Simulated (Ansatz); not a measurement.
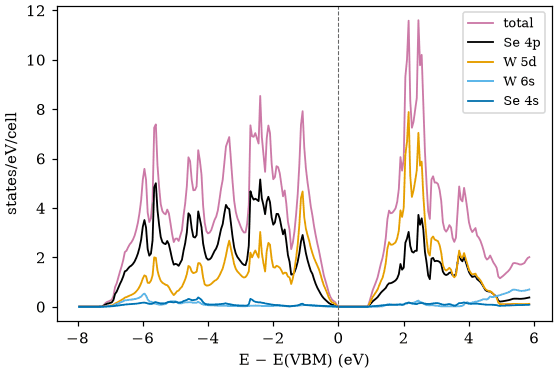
Figure. Total and projected density of states of WSe₂ in space group P6_3/mmc (No. 194; W on 2c, Se on 4f), the program Ansatz at the PBE+D3(BJ) level (PAW)

**Question.** Which orbitals carry the states next to the gap?

**Answer.** Top 1 eV of the valence band: W 5d 61 %, Se 4p 34 %. Bottom 1 eV of the conduction band: W 5d 64 %, Se 4p 28 %. Projections are on Löwdin-orthogonalised atomic valence shells; empty p or d shells of many metals are not among them.

**Question.** Where is the tallest occupied peak in this window, and what makes it?

**Answer.** Near -2.4 eV, about 8.5 states/eV per cell; the largest projected share is Se 4p.

The cell was relaxed with PBE+D3(BJ) under the symmetry of its start. No spin polarisation was allowed. Spin–orbit coupling is left out wherever it is not named.

Potentials: the earlier of the program's two PAW sets.
